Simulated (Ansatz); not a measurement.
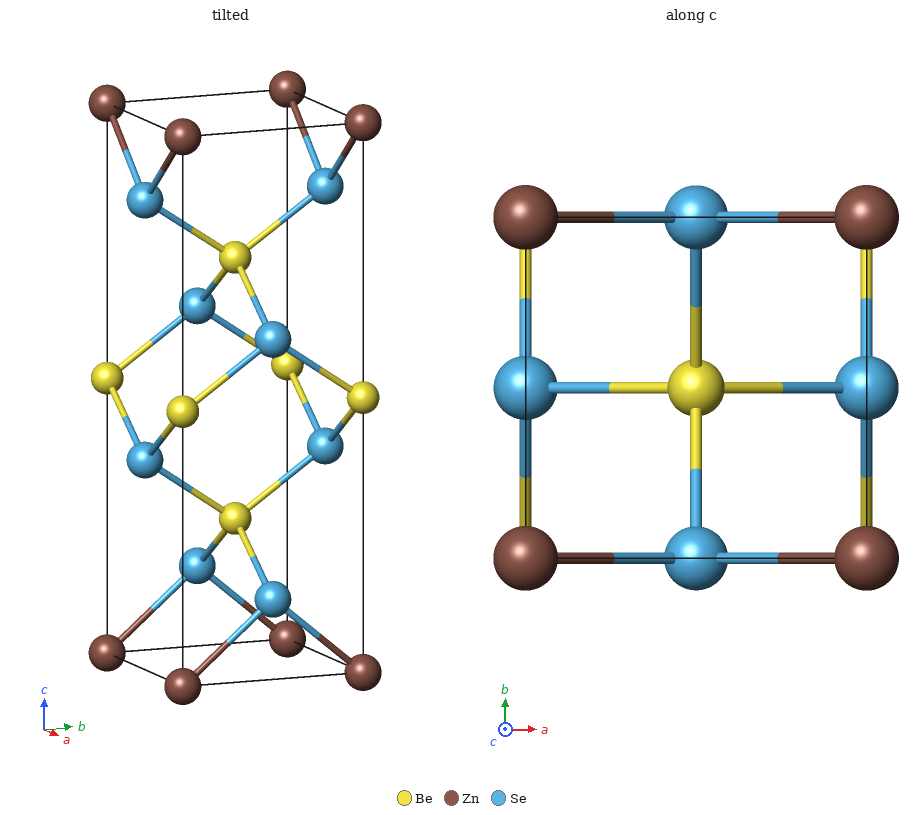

Structure drawing (ball-and-stick), viewed slightly off an axis and along the c axis. One conventional unit cell is framed, with atoms on its boundary repeated.

Be₃ZnSe₄, space group P-4m2 (No. 115), a = 3.746 Å, b = 3.746 Å, c = 10.720 Å, α = 90.00°, β = 90.00°, γ = 90.00°. The structure was taken from a structure type filled with these elements by a generator (whether the compound takes this form wasn't checked). Earlier steps of the study may have refined or changed the cell and positions. A calculation with Ansatz used it as input.

This one geometry was computed with Ansatz (DFT, plane waves, PAW) at three levels of theory: LDA, PBE and r2SCAN.

Question: Which level gives the highest pressure at this volume, and what does that say about its equilibrium volume?

Answer: Highest: PBE (0.0 GPa), which points to the largest equilibrium volume. Lowest, with the smallest volume: LDA (-4.6 GPa). Levels within 0.5 GPa of each other can't be told apart.

Question: How does the band gap change with the level of theory?

Answer: LDA: a gap of 2.46 eV, direct; PBE: a gap of 2.61 eV, direct; r2SCAN: a gap of 3.07 eV, direct.

Question: Collect the results in a table.

Answer:
| level | cutoff (eV) | k-mesh of the run's cell | gap (eV) | pressure (GPa) |
| --- | --- | --- | --- | --- |
| LDA | 420 | 6×6×2 | 2.46 | -4.6 |
| PBE | 420 | 6×6×2 | 2.61 | 0.0 |
| r2SCAN | 500 | 6×6×2 | 3.07 | -1.2 |

Gaps are taken on the k-mesh or band path of each run.
